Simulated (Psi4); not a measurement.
Interaction energy of C2H6 ··· BCl3 (SMILES CC and ClB(Cl)Cl). Monomers: optimised at B3LYP-D3(BJ) (def2-TZVP), held rigid. Orientation: a higher rigid-body minimum at GFN2-xTB. Only R, the distance of the centres of mass, is varied, so the lowest point isn't the relaxed dimer.

Geometry at R = 3.98 Å (first 8 atoms: monomer A):
```
12

C      0.7630     0.0116    -0.0039
C     -0.7630    -0.0116     0.0039
H      1.1445     0.8297    -0.6181
H      1.1632     0.1416     1.0036
H      1.1720    -0.9186    -0.4034
H     -1.1720     0.9187     0.4032
H     -1.1632    -0.1418    -1.0035
H     -1.1445    -0.8296     0.6182
Cl     0.3053    -3.0621     1.8554
B      2.0375    -2.9925     1.6540
Cl     2.7942    -3.8196     0.3164
Cl     3.0133    -2.0986     2.7918
```

Level of theory: SAPT0/jun-cc-pVDZ, frozen core in Psi4 1.11.

Components in kJ/mol:

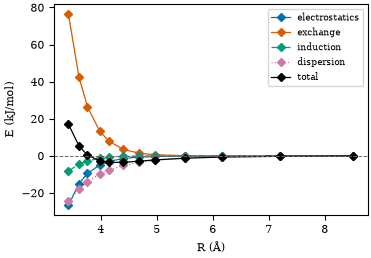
Figure. Components of the interaction energy.

```json
[
 {"R / Å": "3.42", "electrostatics": "-26.62", "exchange": "76.60", "induction": "-8.22", "dispersion": "-24.59", "total": "17.17"},
 {"R / Å": "3.61", "electrostatics": "-14.92", "exchange": "42.45", "induction": "-4.42", "dispersion": "-17.81", "total": "5.29"},
 {"R / Å": "3.76", "electrostatics": "-9.48", "exchange": "26.55", "induction": "-2.72", "dispersion": "-13.92", "total": "0.43"},
 {"R / Å": "3.98", "electrostatics": "-4.91", "exchange": "13.29", "induction": "-1.34", "dispersion": "-9.81", "total": "-2.76"},
 {"R / Å": "4.15", "electrostatics": "-2.97", "exchange": "7.77", "induction": "-0.77", "dispersion": "-7.55", "total": "-3.52"},
 {"R / Å": "4.40", "electrostatics": "-1.44", "exchange": "3.51", "induction": "-0.35", "dispersion": "-5.21", "total": "-3.49"},
 {"R / Å": "4.69", "electrostatics": "-0.65", "exchange": "1.39", "induction": "-0.14", "dispersion": "-3.46", "total": "-2.86"},
 {"R / Å": "4.97", "electrostatics": "-0.32", "exchange": "0.57", "induction": "-0.06", "dispersion": "-2.39", "total": "-2.20"},
 {"R / Å": "5.51", "electrostatics": "-0.11", "exchange": "0.10", "induction": "-0.01", "dispersion": "-1.24", "total": "-1.26"},
 {"R / Å": "6.16", "electrostatics": "-0.04", "exchange": "0.01", "induction": "0.00", "dispersion": "-0.61", "total": "-0.65"},
 {"R / Å": "7.20", "electrostatics": "-0.02", "exchange": "0.00", "induction": "0.00", "dispersion": "-0.23", "total": "-0.25"},
 {"R / Å": "8.51", "electrostatics": "-0.01", "exchange": "0.00", "induction": "0.00", "dispersion": "-0.08", "total": "-0.09"}
]
```
